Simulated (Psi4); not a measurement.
# CH3In (SMILES C[In]): CCSD/def2-SVPD (core potential)

What is the vertical electron affinity of CH3In at CCSD/def2-SVPD (core potential)? 

Program for the calculation: Psi4 1.11.

4 further runs of the same task are left out: 4 that didn't finish.

**1. The structure to begin with**

CH3In has 5 atoms, charge 0, and is taken as a singlet. As SMILES, `C[In]`. Geometry: relaxed at PBE0-D4/def2-TZVP.

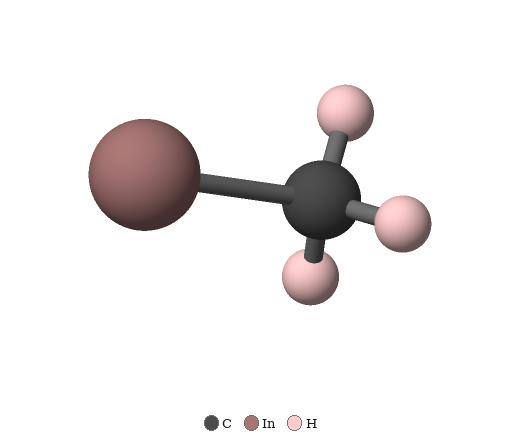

Viewed from a chosen angle; carbon dark grey, indium brown, hydrogen pink.

**2. A single-point energy at CCSD/def2-SVPD (core potential)**

ch3in.xyz reads:

```xyz
5
CH3In
C     -0.182770     0.073150    -0.070580
In     1.772750    -0.709460     0.684610
H     -0.972960    -0.040920     0.680150
H     -0.502560    -0.460530    -0.972760
H     -0.114460     1.137770    -0.321410
```

ch3in.py reads:

```python
import psi4

psi4.set_memory(2200000000)
psi4.set_num_threads(1)
psi4.core.set_output_file('psi4.out', False)

with open('ch3in.xyz') as f:
    atoms = ''.join(f.readlines()[2:])
m = psi4.geometry('0 1\n' + atoms + 'symmetry c1')

psi4.set_options(dict(puream=True, e_convergence=1e-09, d_convergence=1e-08, scf_type='pk', num_frozen_docc=5))

energy_value, wavefunction = psi4.energy('ccsd/def2-SVPD', return_wfn=True)
print(f'ccsd/def2-SVPD energy: {energy_value:.10f} Eh')
```

Started as:

```bash
$ python ch3in.py
```

psi4.out:

```text
[...]
    !!!  WARNING: ECP capability is in beta. Please check occupations closely.  !!!
[...]
  Running in c1 symmetry.
[...]
  Nuclear repulsion =   51.184425989980873
[...]
  Multiplicity = 1
[...]
  Nalpha       = 15
  Nbeta        = 15
[...]
    Number of basis functions: 76
[...]
   @RHF iter   1:  -228.63560869833955   -1.10608e+00   6.57275e-03 ADIIS/DIIS
[...]
   @RHF iter  11:  -228.78455716258114   -5.48539e-12   5.60791e-09 DIIS
[...]
    Orbital Energies [Eh]
    ---------------------
    Doubly Occupied:
       1A    -11.190270     2A     -5.363937     3A     -3.620608
       4A     -3.620608     5A     -3.610392     6A     -1.008484
       7A     -1.008484     8A     -1.002734     9A     -0.997327
      10A     -0.997327    11A     -0.880878    12A     -0.522841
      13A     -0.522839    14A     -0.450887    15A     -0.269030
[...]
  @RHF Final Energy:  -228.78455716258114
   => Energetics <=
    Nuclear Repulsion Energy =             51.1844259899808733
    One-Electron Energy =                -489.8046747286035725
    Two-Electron Energy =                 209.8356915760415689
    Total Energy =                       -228.7845571625811374
[...]
 Multipole Moments:
 ------------------------------------------------------------------------------------
     Multipole            Electronic (a.u.)      Nuclear  (a.u.)        Total (a.u.)
 ------------------------------------------------------------------------------------
 L = 1.  Multiply by 2.5417464519 to convert [e a0] to [Debye]
 Dipole X            :         21.8766856          -21.9500307           -0.0733450
 Dipole Y            :         -8.7551511            8.7845070            0.0293559
 Dipole Z            :          8.4484244           -8.4767504           -0.0283260
 Magnitude           :                                                    0.0839263
[...]
      * MP2 total energy                      = -229.015379094240188
[...]
      * CCSD total energy                     = -229.045147709628111
```

The script printed:

```text
ccsd/def2-SVPD energy: -229.0451477096 Eh
```

It took 2 min on 1 thread of Intel Xeon at 2.50GHz (Skylake/Cascade Lake), shared host; peak memory 0.43 GiB.

**3. The doublet anion, same level**

job.json reads:

```json
{
  "schema_name": "qcschema_input",
  "schema_version": 1,
  "molecule": {
    "schema_name": "qcschema_molecule",
    "schema_version": 2,
    "symbols": ["C", "In", "H", "H", "H"],
    "geometry": [-0.34538524, 0.13823347, -0.13337687, 3.35001199, -1.3406851, 1.2937254, -1.83862793, -0.07732759, 1.28529722, -0.94970076, -0.87027557, -1.83824998, -0.21629805, 2.15007369, -0.60737687],
    "molecular_charge": -1,
    "molecular_multiplicity": 2,
    "fix_symmetry": "c1"
  },
  "driver": "energy",
  "model": {
    "method": "ccsd",
    "basis": "def2-SVPD"
  },
  "keywords": {
    "reference": "uhf",
    "puream": true,
    "e_convergence": 1e-09,
    "d_convergence": 1e-08,
    "scf_type": "pk",
    "num_frozen_docc": 5,
    "maxiter": 100
  }
}
```

Started as:

```bash
$ psi4 --qcschema job.json -n 1 --memory 2200MB
```

stdout:

```text
[...]
    !!!  WARNING: ECP capability is in beta. Please check occupations closely.  !!!
[...]
  Running in c1 symmetry.
[...]
  Nuclear repulsion =   51.184426021854357
[...]
  Multiplicity = 2
[...]
  Nalpha       = 16
  Nbeta        = 15
[...]
    Number of basis functions: 76
[...]
   @UHF iter   1:  -228.52775360750942   -1.02781e+00   7.62286e-03 DIIS/ADIIS
[...]
   @UHF iter  55:  -228.76586080666118    3.88127e-10   4.64548e-09 DIIS
[...]
   @S^2 Observed:                7.766137977E-01
[...]
    Orbital Energies [Eh]
    ---------------------
    Alpha Occupied:
       1A    -11.024180     2A     -5.150083     3A     -3.408043
       4A     -3.404153     5A     -3.399378     6A     -0.797324
       7A     -0.791535     8A     -0.789751     9A     -0.788273
      10A     -0.782084    11A     -0.713557    12A     -0.361406
      13A     -0.360748    14A     -0.275369    15A     -0.090830
      16A      0.001787
    Alpha Virtual:
      17A      0.192147    18A      0.201356    19A      0.239430
      20A      0.258226    21A      0.259067    22A      0.273667
      23A      0.273970    24A      0.275553    25A      0.366364
[...]
  @UHF Final Energy:  -228.76586080666118
   => Energetics <=
    Nuclear Repulsion Energy =             51.1844260218543567
    One-Electron Energy =                -495.6871624314359224
    Two-Electron Energy =                 215.7368756029204064
    Total Energy =                       -228.7658608066611805
  UHF NO Occupations:
  HONO-2 :   14  A 1.9997104
  HONO-1 :   15  A 1.9870233
[...]
 Multipole Moments:
 ------------------------------------------------------------------------------------
     Multipole            Electronic (a.u.)      Nuclear  (a.u.)        Total (a.u.)
 ------------------------------------------------------------------------------------
 L = 1.  Multiply by 2.5417464519 to convert [e a0] to [Debye]
 Dipole X            :         21.5081592          -21.9500307           -0.4418715
 Dipole Y            :         -8.5674990            8.7845070            0.2170081
 Dipole Z            :          8.2958908           -8.4767504           -0.1808597
 Magnitude           :                                                    0.5244551
[...]
      * MP2 total energy                      = -229.005533003317083
[...]
      * CCSD total energy                     = -229.035788714498608
[...]
```

The result, in JSON:

```text
{
 "driver": "energy",
 "model": {
  "method": "ccsd",
  "basis": "def2-SVPD"
 },
 "success": true,
 "return_result": -229.0357887144986,
 "properties": {
  "calcinfo_nbasis": 76,
  "calcinfo_nmo": 76,
  "calcinfo_nalpha": 16,
  "calcinfo_nbeta": 15,
  "calcinfo_natom": 5,
  "nuclear_repulsion_energy": 51.18442602185436,
  "return_energy": -229.0357887144986,
  "scf_one_electron_energy": -495.6871624314359,
  "scf_two_electron_energy": 215.7368756029204,
  "scf_dipole_moment": [-0.44187147848693087, 0.2170080554742455, -0.18085965855845743],
  "scf_total_energy": -228.76586080666118,
  "scf_iterations": 55,
  "mp2_same_spin_correlation_energy": -0.05573834506840171,
  "mp2_opposite_spin_correlation_energy": -0.18393385162053755,
  "mp2_singles_energy": -1.91001887120863e-26,
  "mp2_doubles_energy": -0.23967219668893924,
  "mp2_correlation_energy": -0.23967219668893924,
  "mp2_total_energy": -229.00553300331708,
  "ccsd_same_spin_correlation_energy": -0.05365510078329742,
  "ccsd_opposite_spin_correlation_energy": -0.21627280708714205,
  "ccsd_singles_energy": 1.868292350661758e-16,
  "ccsd_doubles_energy": -0.26992790787043947,
  "ccsd_correlation_energy": -0.2699279078704393,
  "ccsd_total_energy": -229.0357887144986,
  "ccsd_iterations": 26
 }
}
```

Wall time 4.4 min (1 thread of Intel Xeon at 2.50GHz (Skylake/Cascade Lake), shared host); peak memory 0.43 GiB.

**4. Results**

Level: CCSD/def2-SVPD (core potential), 5 core orbitals frozen.

| quantity | value |
| --- | --- |
| singlet CH3In: total energy | -229.04515 Eh |
| singlet CH3In: HOMO energy (Hartree–Fock orbitals) | -7.32 eV |
| singlet CH3In: LUMO energy (Hartree–Fock orbitals) | 0.91 eV |
| singlet CH3In: HOMO–LUMO gap (Hartree–Fock orbitals) | 8.23 eV |
| singlet CH3In: correlation energy (5 core orbitals frozen) | -260.6 mEh |
| singlet CH3In: T1 diagnostic | 0.010 |
| doublet anion: total energy | -229.03579 Eh |
| doublet anion: HOMO energy (Hartree–Fock orbitals) (highest over α and β) | 0.05 eV |
| doublet anion: LUMO energy (Hartree–Fock orbitals) (lowest over α and β) | 5.23 eV |
| doublet anion: correlation energy (5 core orbitals frozen) | -269.9 mEh |
| doublet anion: ⟨S²⟩ of the reference determinant | 0.777 |
| doublet anion: T1 diagnostic | 0.020 |
| vertical electron affinity (to the doublet anion) | -0.255 eV |

In words: The anion lies 0.25 eV (24.6 kJ/mol) above the neutral: the electron isn't bound at this level, and such a value depends on the basis. The HOMO (doublet anion) lies at positive energy, 0.05 eV: the electron is unbound at this level or held by a compact basis; values depend on the basis.
